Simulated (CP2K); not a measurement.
# PH2 (SMILES [PH2]): UPBE0/jorge-DZP (lebedev grid 194, ngrids 5, radial grid 150)

What is the energy change on altering one bond length of PH2 at UPBE0/jorge-DZP (lebedev grid 194, ngrids 5, radial grid 150)? 

The calculation is run with CP2K 2026.2.

4 further runs of the same task are left out: 4 set aside as unsound or not needed.

### 1 The structure to begin with

The species is PH2 (3 atoms), meant as a doublet with charge 0. SMILES: `[PH2]`. The coordinates come from a PBE0-D4/def2-TZVP relaxation.

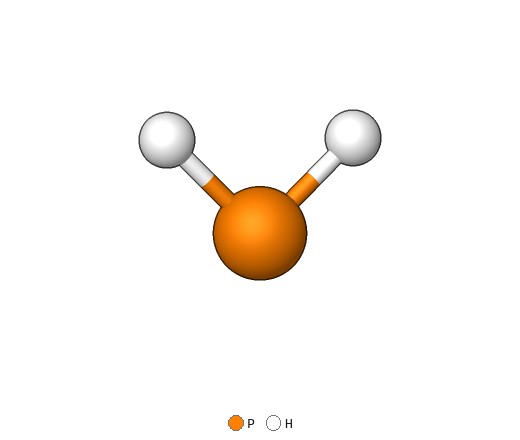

The structure, seen from a chosen angle (phosphorus orange, hydrogen white).

### 2 Energy and forces at UPBE0/jorge-DZP (lebedev grid 194, ngrids 5, radial grid 150)

molecule.xyz

```xyz
3

P      0.525730    -0.309370     0.258210
H      0.114640     1.051490     0.176750
H     -0.640370    -0.742120    -0.434970
```

gas.inp

```
&GLOBAL
  PROJECT_NAME gas
  RUN_TYPE ENERGY_FORCE
  PRINT_LEVEL MEDIUM
&END GLOBAL

&FORCE_EVAL
  METHOD Quickstep
  &DFT
    BASIS_SET_FILE_NAME ./jorge_dzp.basis
    POTENTIAL_FILE_NAME POTENTIAL
    CHARGE 0
    MULTIPLICITY 2
    UNRESTRICTED_KOHN_SHAM T
    &QS
      METHOD GAPW
      EPS_DEFAULT 1.0E-10
    &END QS
    &MGRID
      CUTOFF 220
      REL_CUTOFF 60
      NGRIDS 5
    &END MGRID
    &POISSON
      PERIODIC NONE
      POISSON_SOLVER MULTIPOLE
    &END POISSON
    &SCF
      SCF_GUESS ATOMIC
      EPS_SCF 5.0E-07
      MAX_SCF 60
      ADDED_MOS 3
      &DIAGONALIZATION
        ALGORITHM STANDARD
      &END DIAGONALIZATION
      &MIXING
        METHOD DIRECT_P_MIXING
        ALPHA 0.4
      &END MIXING
    &END SCF
    &XC
      &XC_FUNCTIONAL
        &PBE
          SCALE_X 0.75
          SCALE_C 1.0
        &END PBE
      &END XC_FUNCTIONAL
      &HF
        FRACTION 0.25
        &SCREENING
          EPS_SCHWARZ 1.0E-09
          SCREEN_ON_INITIAL_P F
        &END SCREENING
        &INTERACTION_POTENTIAL
          POTENTIAL_TYPE COULOMB
        &END INTERACTION_POTENTIAL
        &MEMORY
          MAX_MEMORY 1050
        &END MEMORY
      &END HF
    &END XC
    &PRINT
      &MOMENTS
        PERIODIC F
        REFERENCE COM
        MAX_MOMENT 1
      &END MOMENTS
      &MO ON
        ENERGIES T
        OCCUPATION_NUMBERS T
        NDIGITS 6
        &EACH
          QS_SCF 0
        &END EACH
        ADD_LAST NUMERIC
      &END MO
      &HIRSHFELD OFF
      &END HIRSHFELD
    &END PRINT
  &END DFT
  &SUBSYS
    &CELL
      ABC [angstrom] 8.2 8.8 7.7
      PERIODIC NONE
    &END CELL
    &TOPOLOGY
      COORD_FILE_NAME molecule.xyz
      COORD_FILE_FORMAT XYZ
      &CENTER_COORDINATES
      &END CENTER_COORDINATES
    &END TOPOLOGY
    &KIND P
      BASIS_SET jorge-DZP
      POTENTIAL ALL
      LEBEDEV_GRID 194
      RADIAL_GRID 150
    &END KIND
    &KIND H
      BASIS_SET jorge-DZP
      POTENTIAL ALL
      LEBEDEV_GRID 194
      RADIAL_GRID 150
    &END KIND
  &END SUBSYS
  &PRINT
    &FORCES ON
    &END FORCES
  &END PRINT
&END FORCE_EVAL
```

Launch:

```console
OMP_NUM_THREADS=1 cp2k.psmp gas.inp > gas.out
```

What it wrote:

```text
CP2K| version string:                                       CP2K version 2026.2
[...]
 GLOBAL| Method name                                                        CP2K
[...]
 GLOBAL| Run type                                                   ENERGY_FORCE
[...]
 DFT| Spin unrestricted (spin-polarized) Kohn-Sham calculation               UKS
 DFT| Multiplicity                                                             2
[...]
 DFT| Charge                                                                   0
[...]
 FUNCTIONAL| PBE:
 QS| Method:                                                                GAPW
[...]
 QS| Density cutoff [a.u.]:                                                110.0
[...]
 QS| Relative density cutoff [a.u.]:                                        30.0
[...]
                             - Atoms:                                          3
[...]
                             - Spherical basis functions:                     34
[...]
 Number of electrons:                                                          9
[...]
     1 P_Mix/Diag. 0.40E+00    1.2     0.15575469      -342.3465098021 -3.42E+02
[...]
    13 DIIS/Diag.  0.18E-06    0.6     0.00000034      -342.3704155496 -2.16E-12
  *** SCF run converged in    13 steps ***
[...]
  Overlap energy of the core charge distribution:               0.00000015550272
  Self energy of the core charge distribution:               -150.42868779941924
  Core Hamiltonian energy:                                   -192.79132188820253
  Hartree energy:                                              35.82263899717780
  Exchange-correlation energy:                                 -3.13320536336686
  Hartree-Fock Exchange energy:                                -5.82396353833804
[...]
  Ideal and single determinant S**2 :                    0.750000       0.755329
[...]
                     Mulliken Population Analysis
 #  Atom  Element  Kind  Atomic population (alpha,beta) Net charge  Spin moment
       1     P        1         8.069070     6.992933    -0.062003     1.076137
       2     H        2         0.465805     0.503874     0.030321    -0.038069
       3     H        2         0.465125     0.503193     0.031682    -0.038068
 # Total charge and spin        9.000000     8.000000     0.000000     1.000000
[...]
  Dipole moment [Debye]
    X= -0.6596461E+00 Y=  0.3808021E+00 Z= -0.3261669E+00  Total=      0.8285699
  Decoupling Energy:                                               0.0000223528
 ENERGY| Total FORCE_EVAL ( QS ) energy [hartree]           -342.370415549568008
 FORCES| Atomic forces [hartree/bohr]
 FORCES|   Atom     x               y               z               |f|
 FORCES|      1  3.05885002E-03 -5.90932318E-03  3.96106171E-03   7.74381519E-03
 FORCES|      2 -1.22896253E-03  4.86597878E-03 -1.70129042E-04   5.02165732E-03
 FORCES|      3 -3.94732548E-03 -1.76001387E-03 -2.41679466E-03   4.95175966E-03
 FORCES| Sum    -2.11743800E-03 -2.80335828E-03  1.37413801E-03
 FORCES| Total atomic force                                       3.77234895E-03
[...]
```

Wall time 10 s (1 thread of Arm Neoverse V2, shared host); peak memory 0.38 GiB.

### 3 The distorted shape, same level

molecule.xyz

```xyz
3

P      0.409094    -0.352655     0.188877
H     -0.001996     1.008205     0.107417
H     -0.640370    -0.742120    -0.434970
```

job.inp

```
&GLOBAL
    PROJECT_NAME job
    RUN_TYPE ENERGY_FORCE
    PRINT_LEVEL MEDIUM
&END GLOBAL
&FORCE_EVAL
    METHOD QUICKSTEP
    &DFT
        BASIS_SET_FILE_NAME ./jorge_dzp.basis
        POTENTIAL_FILE_NAME POTENTIAL
        MULTIPLICITY 2
        LSD T
        &QS
            METHOD GAPW
            EPS_DEFAULT 1.0E-10
        &END QS
        # real-space grids
        &MGRID
            CUTOFF 220
            REL_CUTOFF 60
            NGRIDS 5
        &END MGRID
        # isolated system
        &POISSON
            PERIODIC NONE
            POISSON_SOLVER MULTIPOLE
        &END POISSON
        # SCF settings
        &SCF
            SCF_GUESS ATOMIC
            EPS_SCF 5.0E-07
            MAX_SCF 60
            ADDED_MOS 3
            &DIAGONALIZATION
                ALGORITHM STANDARD
            &END DIAGONALIZATION
            &MIXING
                METHOD DIRECT_P_MIXING
                ALPHA 0.4
            &END MIXING
        &END SCF
        &XC
            &XC_FUNCTIONAL
                &PBE
                    SCALE_X 0.75
                    SCALE_C 1.0
                &END PBE
            &END XC_FUNCTIONAL
            &HF
                FRACTION 0.25
                &SCREENING
                    EPS_SCHWARZ 1.0E-09
                &END SCREENING
                &MEMORY
                    MAX_MEMORY 1050
                &END MEMORY
            &END HF
        &END XC
        # extra output
        &PRINT
            &MOMENTS
                PERIODIC F
                REFERENCE COM
                MAX_MOMENT 1
            &END MOMENTS
            &MO ON
                ENERGIES T
                OCCUPATION_NUMBERS T
                NDIGITS 6
                &EACH
                    QS_SCF 0
                &END EACH
                ADD_LAST NUMERIC
            &END MO
            &HIRSHFELD OFF
            &END HIRSHFELD
        &END PRINT
    &END DFT
    # structure
    &SUBSYS
        &CELL
            ABC 8 8.8 7.6
            PERIODIC NONE
        &END CELL
        &TOPOLOGY
            COORD_FILE_NAME molecule.xyz
            COORD_FILE_FORMAT XYZ
            &CENTER_COORDINATES
            &END CENTER_COORDINATES
        &END TOPOLOGY
        &KIND P
            BASIS_SET jorge-DZP
            POTENTIAL ALL
            LEBEDEV_GRID 194
            RADIAL_GRID 150
        &END KIND
        &KIND H
            BASIS_SET jorge-DZP
            POTENTIAL ALL
            LEBEDEV_GRID 194
            RADIAL_GRID 150
        &END KIND
    &END SUBSYS
    &PRINT
        &FORCES ON
        &END FORCES
    &END PRINT
&END FORCE_EVAL
```

Launch:

```console
OMP_NUM_THREADS=1 cp2k.psmp job.inp > job.out
```

What it wrote (excerpt; [...] marks lines left out):

```text
CP2K| version string:                                       CP2K version 2026.2
[...]
 GLOBAL| Method name                                                        CP2K
[...]
 GLOBAL| Run type                                                   ENERGY_FORCE
[...]
 DFT| Spin unrestricted (spin-polarized) Kohn-Sham calculation               UKS
 DFT| Multiplicity                                                             2
[...]
 DFT| Charge                                                                   0
[...]
 FUNCTIONAL| PBE:
 QS| Method:                                                                GAPW
[...]
 QS| Density cutoff [a.u.]:                                                110.0
[...]
 QS| Relative density cutoff [a.u.]:                                        30.0
[...]
                             - Atoms:                                          3
[...]
                             - Spherical basis functions:                     34
[...]
 Number of electrons:                                                          9
[...]
     1 P_Mix/Diag. 0.40E+00    1.2     0.15669626      -342.3996280355 -3.42E+02
[...]
    13 DIIS/Diag.  0.17E-06    0.6     0.00000028      -342.3591114173 -2.79E-12
  *** SCF run converged in    13 steps ***
[...]
  Overlap energy of the core charge distribution:               0.00000211057592
  Self energy of the core charge distribution:               -150.42868779941924
  Core Hamiltonian energy:                                   -192.68947503934828
  Hartree energy:                                              35.73759777254140
  Exchange-correlation energy:                                 -3.15941431711552
  Hartree-Fock Exchange energy:                                -5.83496542852110
[...]
  Ideal and single determinant S**2 :                    0.750000       0.755205
[...]
                     Mulliken Population Analysis
 #  Atom  Element  Kind  Atomic population (alpha,beta) Net charge  Spin moment
       1     P        1         8.055005     6.979016    -0.034020     1.075989
       2     H        2         0.467415     0.506605     0.025980    -0.039190
[...]
  Dipole moment [Debye]
    X= -0.7936715E+00 Y=  0.3196664E+00 Z= -0.4074029E+00  Total=      0.9476698
  Decoupling Energy:                                               0.0000129666
 ENERGY| Total FORCE_EVAL ( QS ) energy [hartree]           -342.359111417256656
[...]
```

It took 10 s on 1 thread of Arm Neoverse V2, shared host; peak memory 0.38 GiB.

### 4 Summary of results

Level: UPBE0/jorge-DZP (lebedev grid 194, ngrids 5, radial grid 150).

| quantity | value |
| --- | --- |
| first shape: total energy | -342.37042 Eh |
| first shape: dipole moment | 0.83 D |
| first shape: HOMO energy (highest over α and β) | -7.13 eV |
| first shape: LUMO energy (lowest over α and β) | -2.93 eV |
| first shape: ⟨S²⟩ | 0.755 |
| distorted shape: total energy | -342.35911 Eh |
| distorted shape: dipole moment | 0.95 D |
| distorted shape: HOMO energy (highest over α and β) | -7.12 eV |
| distorted shape: LUMO energy (lowest over α and β) | -2.92 eV |
| distorted shape: ⟨S²⟩ | 0.755 |
| distorted shape: largest force on an atom | 4.568 eV/Å |
| energy change with the P1–H3 bond shortened from 1.424 to 1.282 Å | 0.308 eV |

With the P1–H3 bond shortened from 1.424 to 1.282 Å the energy rises by 0.31 eV (29.7 kJ/mol). The first shape isn't relaxed at this level, so the change isn't measured from a minimum.
